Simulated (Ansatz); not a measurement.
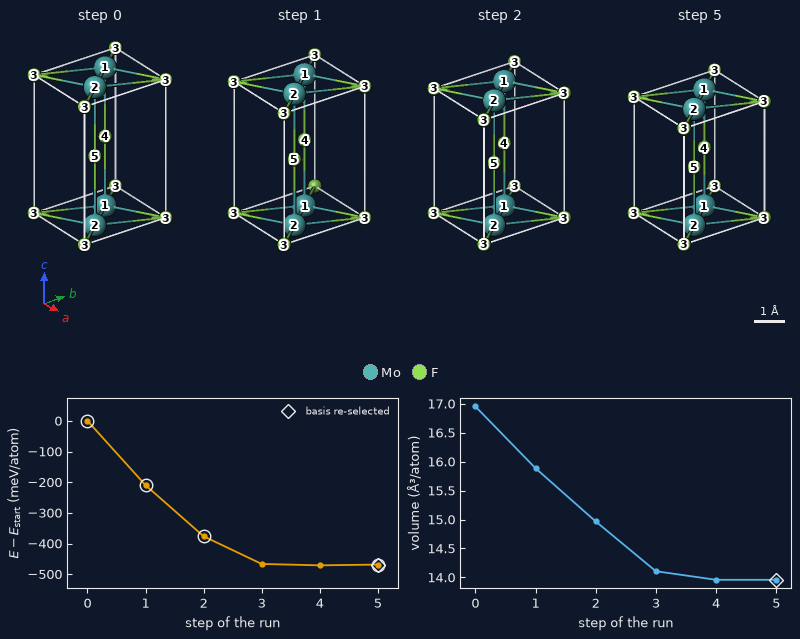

Frames of a relaxation of solid Mo2F3 (a generated structure, set up in P6/mmm) (coarse preliminary run), marked on the history of the run. The picture is a ball-and-stick view of the cell of the calculation, seen slightly off an axis.

Level of theory: DFT PBE, scalar-relativistic, plane waves, PAW in Ansatz.

Input
```yaml
crystal:
  lattice:
    - [4.49857288, 0.0, 0.0]
    - [-2.24928644, 3.8958784, 0.0]
    - [0.0, 0.0, 4.83675193]
  atoms:
    - { symbol: Mo, position: [0.33333333, 0.66666667, 0.0], spin: 1.0 }
    - { symbol: Mo, position: [0.66666667, 0.33333333, 0.0], spin: 1.0 }
    - { symbol: F, position: [0.0, 0.0, 0.0] }
    - { symbol: F, position: [0.33333333, 0.66666667, 0.5] }
    - { symbol: F, position: [0.66666667, 0.33333333, 0.5] }
basis:
  ecutwfc: 420
kpoints:
  mp_grid: { grid: [6, 6, 4] }
hamiltonian:
  xc: pbe
scf:
  occupations: { method: gaussian, width: 0.1 }
  lower_state_search: "off"
output:
  forces: true
  stress: true
  eigenvalues: true
  populations: true
magnetization:
  spin_polarized: true
relax:
  adjacent_minimum: "off"
  f_tol: 0.04
  max_steps: 70
  cell: { stress_tol: 0.4 }
```

Launched with:
```bash
ansatz run input.yaml --threads 1 --pin off --max-ram 2560MiB --backend cpu --events-out ev --progress --plain --runs-dir out
```

What happens along the run?

Answer. After 4 accepted moves (5 points after the start) the energy has fallen by 469 meV per atom. All forces vanish by symmetry, so only the cell relaxes. Pressure: −17.66 GPa at the start and −0.18 GPa at the end. At 1 point the geometry stayed and the basis and grid were re-selected for the new cell (energy shift of 2.5 meV per atom at most each time). The atoms keep their places relative to the cell (all moves are under 0.005 Å). The volume changes by −17.7 %, with a = b 4.499 → 4.451 Å (−1.1 %), c 4.837 → 4.068 Å (−15.9 %). Some distances before and after: Mo1–F4 2.418 → 2.034 Å, Mo1–F3 2.597 → 2.570 Å, Mo1–Mo2 2.597 → 2.570 Å. The space group stays P6/mmm (No. 191). The program noted that the starting moments weren't kept. Cost: 50 s on 1 thread of Intel(R) Xeon(R) Platinum 8488C (Sapphire Rapids), with other jobs on the host, peak memory 0.47 GiB. From step 0 to 1: volume −6.3 %, energy −210 meV per atom. From step 1 to 2: volume −5.8 %, energy −167 meV per atom. From step 2 to 5: volume −6.7 %, energy −92.2 meV per atom.
